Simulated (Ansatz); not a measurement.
**Molecular dynamics of CH3AlF2O (part 2 of 2)**

The same run, continued: CH3AlF2O, SMILES O[C](F)(F)[AlH2]; RKS revPBE-d4/def2-SVP (Ansatz 0.2.0). The geometry comes from this level: PBE0-D4/def2-TZVP.

```
Total energy: -15150.15640066 eV, -556.7579785794 hartree
Atom 0 at    -0.367851     1.163803     0.759164 Å, force     1.008740    -0.627484     0.105698 eV/Å
Atom 1 at     0.407975     0.020937     0.457325 Å, force    -0.418605     0.820767     0.938553 eV/Å
Atom 2 at     0.846956    -0.522492     1.644439 Å, force    -0.676822    -0.638215     0.144399 eV/Å
Atom 3 at     1.622332     0.389926    -0.105484 Å, force     0.621368     0.656904    -0.902511 eV/Å
Atom 4 at    -0.601636    -0.675185    -1.115313 Å, force    -0.729984    -0.481027    -0.601280 eV/Å
Atom 5 at     0.168055     1.634154     1.442046 Å, force    -0.215544     0.196931    -0.055464 eV/Å
Atom 6 at    -1.838866     0.273244    -1.546580 Å, force     0.238893    -0.152224     0.039174 eV/Å
Atom 7 at    -0.304382    -1.989291    -2.023944 Å, force     0.171955     0.224348     0.331431 eV/Å
Dipole moment:    -0.029305     0.060438     0.077683 e Å
```

Trajectory as extended XYZ (Å, eV, eV/Å), 12 of the 51 frames kept, from step=0 to step=50:
```
8
Properties=species:S:1:pos:R:3:forces:R:3 step=0 time_fs=0.0 energy=-15150.42182 temperature=700.0
O    -0.2963    1.1975    0.8481   -0.9579   0.2404  -0.3826
C     0.4372    0.1478    0.3901   -0.2094  -0.0944  -0.2109
F     0.7503   -0.6810    1.4435    0.1127  -0.6458   0.6141
F     1.6637    0.6035   -0.0376    0.7516   0.2527  -0.4221
Al   -0.6233   -0.7728   -1.0628    0.0600   0.0647   0.0931
H     0.1954    1.6539    1.5479    0.3878   0.2936   0.4942
H    -0.4323   -0.2698   -2.5472    0.0130   0.0659  -0.2320
H    -1.6026   -1.9361   -0.6377   -0.1578  -0.1770   0.0463
8
Properties=species:S:1:pos:R:3:forces:R:3 step=5 time_fs=5.0 energy=-15150.35106 temperature=611.0
O    -0.2905    1.1596    0.8343   -0.7580   1.9413   0.7851
C     0.4311    0.1352    0.3711    0.6701  -0.6536   1.0810
F     0.7565   -0.6571    1.4983    0.0371  -0.4768  -0.3574
F     1.6621    0.5907   -0.0517    0.6318   0.0846  -0.4846
Al   -0.6311   -0.7510   -1.0698   -0.0034  -0.4970  -0.1896
H     0.2275    1.6573    1.5447   -0.4656  -0.6194  -0.7491
H    -0.5403   -0.1468   -2.5240   -0.0266   0.2071  -0.1974
H    -1.4236   -2.1045   -0.7917   -0.0855   0.0138   0.1120
8
Properties=species:S:1:pos:R:3:forces:R:3 step=9 time_fs=9.0 energy=-15150.30554 temperature=551.1
O    -0.2967    1.1457    0.8266   -1.1867   1.0427  -0.3732
C     0.4344    0.1165    0.3695    0.7338  -0.5343   1.4596
F     0.7619   -0.6424    1.5395    0.0392  -0.3006  -0.8653
F     1.6666    0.5814   -0.0673    0.3058  -0.0876  -0.2899
Al   -0.6372   -0.7365   -1.0765   -0.1507  -0.9702  -0.7778
H     0.2300    1.6148    1.4981    0.1921   0.2623   0.3739
H    -0.6304   -0.0172   -2.5368   -0.0787  -0.0351   0.4178
H    -1.2977   -2.2379   -0.8959    0.1452   0.6228   0.0550
8
Properties=species:S:1:pos:R:3:forces:R:3 step=14 time_fs=14.0 energy=-15150.30956 temperature=558.2
O    -0.3183    1.1420    0.8131    0.5994   0.8344   0.4873
C     0.4501    0.0846    0.3928   -0.0109   0.1432   1.0228
F     0.7692   -0.6274    1.5814    0.1661  -0.1205  -1.0283
F     1.6754    0.5686   -0.0896   -0.0808  -0.2936   0.1425
Al   -0.6457   -0.7256   -1.0908    0.2354  -0.6106  -0.5635
H     0.2573    1.6063    1.4998   -0.7853  -0.2338  -0.5717
H    -0.7591    0.1374   -2.4685   -0.0788  -0.1165   0.4451
H    -1.1164   -2.2815   -1.0132   -0.0451   0.3974   0.0658
8
Properties=species:S:1:pos:R:3:forces:R:3 step=18 time_fs=18.0 energy=-15150.31504 temperature=564.9
O    -0.3338    1.1458    0.8032    0.4949  -0.2841  -0.2389
C     0.4633    0.0602    0.4260   -0.6943   0.6146   0.0086
F     0.7765   -0.6165    1.6057    0.3109  -0.0720  -0.7587
F     1.6819    0.5558   -0.1064   -0.3020  -0.3991   0.4977
Al   -0.6511   -0.7208   -1.1058    0.7528   0.0815   0.2885
H     0.2077    1.6085    1.4770   -0.1470   0.3632   0.2236
H    -0.8766    0.2448   -2.3410   -0.1353   0.1186  -0.0307
H    -0.9767   -2.2505   -1.0967   -0.2800  -0.4227   0.0100
8
Properties=species:S:1:pos:R:3:forces:R:3 step=23 time_fs=23.0 energy=-15150.27306 temperature=513.6
O    -0.3469    1.1464    0.7873    0.9187   0.0029   0.5489
C     0.4673    0.0415    0.4667   -0.9528   1.1544  -0.9413
F     0.7893   -0.6040    1.6280    0.4098  -0.1406  -0.2947
F     1.6866    0.5353   -0.1217   -0.4872  -0.4818   0.7304
Al   -0.6520   -0.7145   -1.1222    0.7733   0.1019   0.7183
H     0.1183    1.6860    1.4971   -0.3903  -0.4572  -0.6055
H    -1.0524    0.3997   -2.1837   -0.0945  -0.0688  -0.0472
H    -0.8563   -2.2870   -1.2023   -0.1770  -0.1107  -0.1089
8
Properties=species:S:1:pos:R:3:forces:R:3 step=27 time_fs=27.0 energy=-15150.22017 temperature=446.5
O    -0.3506    1.1443    0.7763    0.1919  -0.2345   0.0624
C     0.4573    0.0420    0.4868   -0.6230   0.9504  -1.1634
F     0.8031   -0.5950    1.6428    0.2681  -0.0710  -0.2266
F     1.6860    0.5145   -0.1275   -0.5751  -0.4102   0.7253
Al   -0.6478   -0.7088   -1.1309    0.4411  -0.0499   0.5619
H     0.0262    1.7238    1.4797    0.2161  -0.2201  -0.0553
H    -1.2083    0.5127   -2.0657    0.1359  -0.5517   0.1785
H    -0.7926   -2.3403   -1.3029   -0.0550   0.5870  -0.0827
8
Properties=species:S:1:pos:R:3:forces:R:3 step=32 time_fs=32.0 energy=-15150.20424 temperature=429.1
O    -0.3537    1.1374    0.7617   -0.1832   0.6825   0.5872
C     0.4349    0.0578    0.4920    0.2088  -0.1298  -0.7929
F     0.8230   -0.5843    1.6582   -0.1521   0.1880  -0.5475
F     1.6788    0.4841   -0.1267   -0.5371  -0.1409   0.5076
Al   -0.6390   -0.7018   -1.1372    0.2324   0.1333   0.7038
H    -0.0310    1.7522    1.4778    0.2352  -0.5929  -0.3676
H    -1.3748    0.5416   -1.8869    0.1891  -0.4818  -0.0296
H    -0.7249   -2.2935   -1.4460    0.0069   0.3416  -0.0608
8
Properties=species:S:1:pos:R:3:forces:R:3 step=36 time_fs=36.0 energy=-15150.20023 temperature=426.8
O    -0.3593    1.1356    0.7526   -0.2718   0.9266   0.6655
C     0.4188    0.0696    0.4841    0.6642  -1.0606  -0.4104
F     0.8378   -0.5741    1.6658   -0.5132   0.3516  -0.7841
F     1.6681    0.4583   -0.1213   -0.3715   0.1644   0.2339
Al   -0.6303   -0.6954   -1.1377    0.2916   0.2765   1.0012
H    -0.0130    1.7251    1.4704    0.2138  -0.3155  -0.1805
H    -1.4795    0.4847   -1.7466   -0.0959   0.0637  -0.3477
H    -0.6695   -2.1980   -1.5734    0.0828  -0.4066  -0.1780
8
Properties=species:S:1:pos:R:3:forces:R:3 step=41 time_fs=41.0 energy=-15150.20261 temperature=433.7
O    -0.3704    1.1430    0.7474    0.5771   0.6154   0.8972
C     0.4097    0.0658    0.4675    0.4611  -1.0748   0.2273
F     0.8504   -0.5575    1.6664   -0.8202   0.2825  -0.8379
F     1.6507    0.4280   -0.1121   -0.0177   0.4908  -0.1867
Al   -0.6174   -0.6857   -1.1308   -0.1571  -0.2322   0.4120
H     0.0753    1.6646    1.4695   -0.2111  -0.1014  -0.2996
H    -1.6291    0.4220   -1.6396   -0.0352   0.0584  -0.2502
H    -0.5796   -2.1484   -1.7665    0.2030  -0.0387   0.0379
8
Properties=species:S:1:pos:R:3:forces:R:3 step=45 time_fs=45.0 energy=-15150.14959 temperature=370.4
O    -0.3750    1.1535    0.7499    1.2361   0.0124   0.7940
C     0.4092    0.0476    0.4567   -0.0038  -0.2710   0.8026
F     0.8532   -0.5416    1.6594   -0.8821  -0.0322  -0.6025
F     1.6364    0.4079   -0.1063    0.3321   0.6382  -0.5574
Al   -0.6078   -0.6791   -1.1224   -0.7526  -0.5701  -0.4605
H     0.1373    1.6314    1.4633   -0.4799  -0.0056  -0.3890
H    -1.7542    0.3812   -1.5979    0.3669  -0.2964   0.0033
H    -0.4750   -2.1222   -1.9174    0.1834   0.5248   0.4094
8
Properties=species:S:1:pos:R:3:forces:R:3 step=50 time_fs=50.0 energy=-15150.15635 temperature=383.3
O    -0.3679    1.1638    0.7592    1.0087  -0.6275   0.1057
C     0.4080    0.0209    0.4573   -0.4186   0.8208   0.9386
F     0.8470   -0.5225    1.6444   -0.6768  -0.6382   0.1444
F     1.6223    0.3899   -0.1055    0.6214   0.6569  -0.9025
Al   -0.6016   -0.6752   -1.1153   -0.7300  -0.4810  -0.6013
H     0.1681    1.6342    1.4420   -0.2155   0.1969  -0.0555
H    -1.8389    0.2732   -1.5466    0.2389  -0.1522   0.0392
H    -0.3044   -1.9893   -2.0239    0.1720   0.2243   0.3314
```

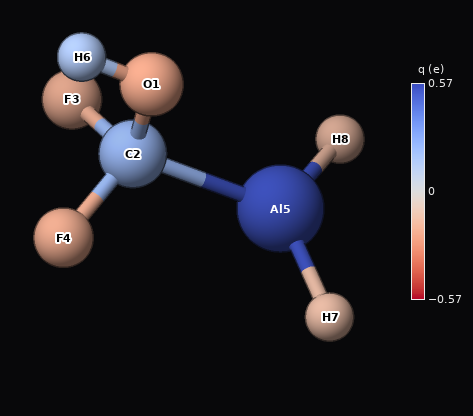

Mulliken charges, as the colour of each atom (ball-and-stick view, seen at a tilt; atoms are numbered from 1 in the order of the input). By element: O −0.22, C +0.22, F −0.21 to −0.19, Al +0.54 and H −0.15 to +0.16 e.

The run was set up as follows.

The input:
```yaml
crystal:
  periodic: [false, false, false]
  atoms:
    - {symbol: O, position_ang: [-0.296307, 1.197512, 0.848137]}
    - {symbol: C, position_ang: [0.437224, 0.147772, 0.390062]}
    - {symbol: F, position_ang: [0.750332, -0.681011, 1.443520]}
    - {symbol: F, position_ang: [1.663715, 0.603458, -0.037644]}
    - {symbol: Al, position_ang: [-0.623252, -0.772807, -1.062785]}
    - {symbol: H, position_ang: [0.195380, 1.653864, 1.547917]}
    - {symbol: H, position_ang: [-0.432295, -0.269785, -2.547225]}
    - {symbol: H, position_ang: [-1.602596, -1.936102, -0.637683]}
basis:
  gaussian: {orbitals: def2-SVP}
hamiltonian: {xc: {name: revPBE}, dispersion: d4}
md: {timestep: 1 fs, n_steps: 50, ensemble: nvt_nose_hoover, temperature: 700, initial_velocities: maxwell_boltzmann, seed: 310}
```

Command:
```bash
ansatz run in.yaml --threads 2 --pin off --events-out ev --progress --plain --max-ram 4352MiB
```

Key numbers:

| quantity | value |
| --- | --- |
| outcome | finished |
| mean temperature over the second half | 403 K |
| trajectory | 50 steps, 50 fs |
| ensemble | nvt_nose_hoover |
| temperature in the input | 700 K |
| time step | 1 fs |
| potential energy (last step) | −15150.1564 eV |
| mean-field energy (last step) | −15149.7285 eV |
| dispersion energy (last step) | −0.4279 eV |
| SCF solution under orbital rotations (last step) | stable |
| largest force (length of the vector) (last step) | 1.315 eV/Å |
| dipole moment (last step) | 0.49 D |
| hardware | 2 threads of Arm Neoverse V1, 23 GiB of memory available, shared host |
| wall time | 68 s (CPU time 2.2 min) |
| peak memory | 0.39 GiB |

Notes:

So short a trajectory is not equilibrated. The temperature stays far from the 700 K of the thermostat over the second half: the run isn't equilibrated.
